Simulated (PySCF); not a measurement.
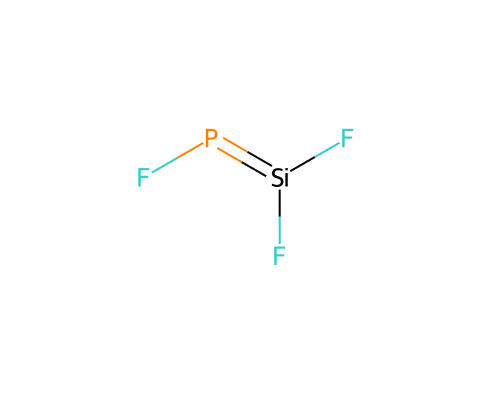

Computed geometry: PBE0-D3(BJ)/def2-SVP optimisation. No frequency run is at hand to confirm it as a minimum. Method: PBE0-D3(BJ)/def2-SVP, gas phase (PySCF 2.14.0).

What are the rotational constants?

Answer. 5.776, 2.049, 1.513 GHz.
